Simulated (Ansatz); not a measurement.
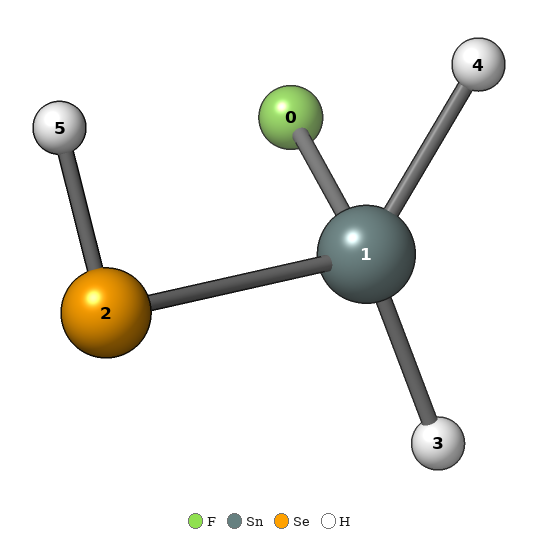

The structure as it stands in the input. Atoms are numbered from 0, in the order of the input.

Ansatz 0.2.0 input:

```yaml
crystal:
  periodic: [false, false, false]
  atoms:
    - {symbol: F, position_ang: [-1.956472, -0.107373, -0.612021]}
    - {symbol: Sn, position_ang: [-0.051004, -0.355557, -0.502336]}
    - {symbol: Se, position_ang: [0.638162, 0.064127, 1.871105]}
    - {symbol: H, position_ang: [0.196883, -1.991553, -0.885148]}
    - {symbol: H, position_ang: [-0.301398, 0.908832, -1.609294]}
    - {symbol: H, position_ang: [-0.081122, 1.344689, 1.894804]}
basis:
  gaussian: {orbitals: def2-TZVPP}
correlation: {method: ccsd_t}
```

What the program printed:

```
Functional definition: HF
  name "HF"
  cite "Fock, Z. Phys. 61, 126 (1930) doi:10.1007/BF01340294"
  parent pbe
  exchange = exact_x
  correlation = 0
1221 factors; integrals over basis functions are off by at most 1.0e-3 eV
mean field evaluation 1: about -73861.2365 eV, gradient 3.5e1 eV
mean field evaluation 2: about -73861.4014 eV, gradient 3.5e1 eV
mean field evaluation 4: about -73863.9519 eV, gradient 2.3e0 eV
mean field evaluation 8: about -73863.9965 eV, gradient 2.6e-1 eV
mean field evaluation 16: about -73861.2357 eV, gradient 3.5e1 eV
mean field -73863.99681878 eV, -2714.4518162749 hartree, gradient 2.9e-6 eV, S^2 0.000000; 0 other end points of the search recorded, 0 dependent functions left out
14 core orbitals not correlated: weight in the atoms' cores, before any rotation towards them, 1.000 or more for the frozen orbitals, at most 0.000 for the correlated occupied ones
reference -73863.99681878 eV, -2714.4518162749 hartree; 20, 20 occupied and 137, 137 virtual orbitals, 1221 factors
second order -23.30032249 eV of doubles, -0.00000000 eV of singles
cycle   1  -22.90016680 eV  change    4.0e-1 eV  update   1.1e-1
cycle   2  -23.46801715 eV  change   -5.7e-1 eV  update   3.6e-2
cycle   3  -23.59377787 eV  change   -1.3e-1 eV  update   2.1e-2
cycle   4  -23.57908424 eV  change    1.5e-2 eV  update   5.5e-3
cycle   5  -23.57370115 eV  change    5.4e-3 eV  update   2.6e-3
cycle   6  -23.57471173 eV  change   -1.0e-3 eV  update   8.7e-4
cycle   7  -23.57477784 eV  change   -6.6e-5 eV  update   4.1e-4
cycle   8  -23.57457624 eV  change    2.0e-4 eV  update   1.3e-4
cycle   9  -23.57460005 eV  change   -2.4e-5 eV  update   5.6e-5
cycle  10  -23.57464977 eV  change   -5.0e-5 eV  update   2.1e-5
perturbative correction -0.74470829 eV, -0.0273675247 hartree
Total energy: -73888.31617683 eV, -2715.3455361991 hartree
```
